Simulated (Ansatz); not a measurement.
# SnNH4Cl (SMILES [NH2][SnH2][Cl]): BLYP/def2-SVP (core potential)

Aim: the electronic atomisation energy of SnNH4Cl at BLYP/def2-SVP (core potential), from 5 runs. 

Program for the calculation: Ansatz 0.2.0.

59 further runs of the same task are left out: 1 that didn't finish, 58 set aside as unsound or not needed.

## 1. The molecule

SnNH4Cl has 7 atoms, charge 0, and is taken as a singlet. SMILES: `[NH2][SnH2][Cl]`. Geometry: relaxed at PBE0-D4/def2-TZVP. This is one conformer, not always the lowest.

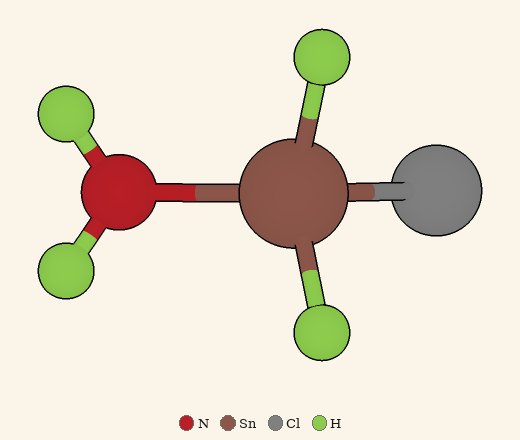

Viewed from a chosen angle; nitrogen red, tin brown, chlorine grey, hydrogen green.

## 2. The energy at BLYP/def2-SVP (core potential)

The input, in.yaml:

```yaml
crystal:
  periodic: [false, false, false]
  atoms:
    - {symbol: N, position_ang: [-0.972800, -0.020100, -0.835200]}
    - {symbol: Sn, position_ang: [0.562300, 0.041400, 0.449100]}
    - {symbol: Cl, position_ang: [0.846400, -2.133500, 1.251000]}
    - {symbol: H, position_ang: [-1.803500, 0.485500, -0.566500]}
    - {symbol: H, position_ang: [-0.756400, 0.165200, -1.803000]}
    - {symbol: H, position_ang: [0.172800, 0.976800, 1.814600]}
    - {symbol: H, position_ang: [2.012400, 0.416800, -0.355700]}
basis:
  gaussian: {orbitals: def2-SVP}
hamiltonian: {xc: {name: BLYP}}
accuracy: high
output: {orbitals: {seedname: orbitals}}
```

Run with:

```sh
$ ansatz run in.yaml --threads 1 --pin off --max-ram 3480MiB --events-out events.jsonl --progress --plain --runs-dir runs
```

The program printed:

```text
Warning: RAYON_NUM_THREADS=1 ignored (pool sized by the plan → 1); use --threads N
Functional definition: BLYP
  name "BLYP"
  parameter beta = 0.0042
  parameter a = 0.04918
  parameter b = 0.132
  parameter c = 0.2533
  parameter d = 0.349
  exchange = b88_x(beta = beta)
  correlation = lyp_c(a = a, b = b, c = c, d = d)
1811 factors; integrals over basis functions are off by at most 3.6e-9 eV
mean field evaluation 1: about -19892.6615 eV, gradient 6.8e1 eV
mean field evaluation 2: about -19827.4310 eV, gradient 1.4e2 eV
mean field evaluation 4: about -19901.7575 eV, gradient 1.4e1 eV
mean field evaluation 8: about -19902.2826 eV, gradient 2.8e-1 eV
mean field evaluation 16: about -19902.2828 eV, gradient 1.7e-5 eV
mean field -19902.28277498 eV, -731.3954017287 hartree, gradient 7.7e-8 eV, S^2 0.000000; 0 other end points of the search recorded, 0 dependent functions left out
reference -19902.28282831 eV, -731.3954036885 hartree; 25, 25 occupied and 53, 53 virtual orbitals, 1811 factors
Total energy: -19902.28282831 eV, -731.3954036885 hartree
```

Wall time 2.6 s (1 thread of AMD EPYC 9R45 (Zen 5), shared host); peak memory 0.21 GiB.

## 3. The Cl atom at the same level

The input, in.yaml:

```yaml
crystal:
  periodic: [false, false, false]
  atoms:
    - {symbol: Cl, position_ang: [0.000000, 0.000000, 0.000000]}
basis:
  gaussian:
    orbitals: def2-SVP
magnetization:
  spin_polarized: true
  initial_magnetization: 1
hamiltonian:
  xc: {name: BLYP}
accuracy: high
```

Run the same way, it converges to -459.98664 Eh (log not shown).

## 4. The H atom at the same level

The input, molecule.yaml:

```yaml
crystal:
  periodic: [false, false, false]
  atoms:
    - {symbol: H, position_ang: [0.000000, 0.000000, 0.000000]}
basis:
  gaussian: {orbitals: def2-SVP}
total_charge: 0
magnetization: {spin_polarized: true, initial_magnetization: 1}
hamiltonian: {xc: {name: BLYP}}
accuracy: high
```

Run the same way, it converges to -0.49640 Eh (log not shown).

## 5. The N atom at the same level

The input, molecule.yaml:

```yaml
crystal:
  periodic: [false, false, false]
  atoms:
    - {symbol: "N", position_ang: [0.000000, 0.000000, 0.000000]}
basis:
  gaussian:
    orbitals: def2-SVP
magnetization:
  spin_polarized: true
  initial_magnetization: 3
hamiltonian:
  xc: {name: BLYP}
accuracy: high
```

Run with:

```sh
$ ansatz run molecule.yaml --threads 1 --pin off --max-ram 3480MiB --events-out events.jsonl --progress --plain --runs-dir runs
```

The program printed (excerpt; [...] marks lines left out):

```text
Warning: RAYON_NUM_THREADS=1 ignored (pool sized by the plan → 1); use --threads N
[... 9 set-up lines as earlier in the session ...]
95 factors; integrals over basis functions are off by at most 1.2e-9 eV
mean field evaluation 1: about -1483.3777 eV, gradient 6.8e0 eV
mean field evaluation 2: about -1483.4667 eV, gradient 5.5e0 eV
mean field evaluation 4: about -1483.6210 eV, gradient 1.6e-2 eV
mean field evaluation 8: about -1483.6208 eV, gradient 1.1e-5 eV
mean field -1483.62081593 eV, -54.5220593510 hartree, gradient 1.9e-8 eV, S^2 3.752420; 0 other end points of the search recorded, 0 dependent functions left out
reference -1483.62083776 eV, -54.5220601535 hartree; 5, 2 occupied and 9, 12 virtual orbitals, 95 factors
Total energy: -1483.62083776 eV, -54.5220601535 hartree
```

It took 0.14 s on 1 thread of AMD EPYC 9R45 (Zen 5), shared host.

## 6. The Sn atom

The input, input.yaml:

```yaml
crystal:
  periodic: [false, false, false]
  atoms:
    - symbol: Sn
      position_ang: [0.000000, 0.000000, 0.000000]
basis:
  gaussian: {orbitals: def2-SVP}
total_charge: 0
magnetization: {spin_polarized: true, initial_magnetization: 2}
hamiltonian: {xc: {name: BLYP}}
accuracy: high
```

Run the same way, it converges to -214.19995 Eh (log not shown).

## 7. Results

At BLYP/def2-SVP (core potential):

| quantity | value |
| --- | --- |
| molecule: total energy | -731.39540 Eh |
| molecule: HOMO energy | -5.72 eV |
| molecule: LUMO energy | -0.96 eV |
| molecule: HOMO–LUMO gap | 4.76 eV |
| Cl atom: total energy | -459.98664 Eh |
| Cl atom: ⟨S²⟩ | 0.751 |
| H atom: total energy | -0.49640 Eh |
| H atom: ⟨S²⟩ | 0.750 |
| N atom: total energy | -54.52206 Eh |
| N atom: ⟨S²⟩ | 3.752 |
| Sn atom: total energy | -214.19995 Eh |
| Sn atom: ⟨S²⟩ | 2.001 |
| electronic atomisation energy | 19.079 eV |

**Reading.** Taking the molecule apart into free atoms costs 19.08 eV (440 kcal/mol), before zero-point energy and without spin-orbit coupling.
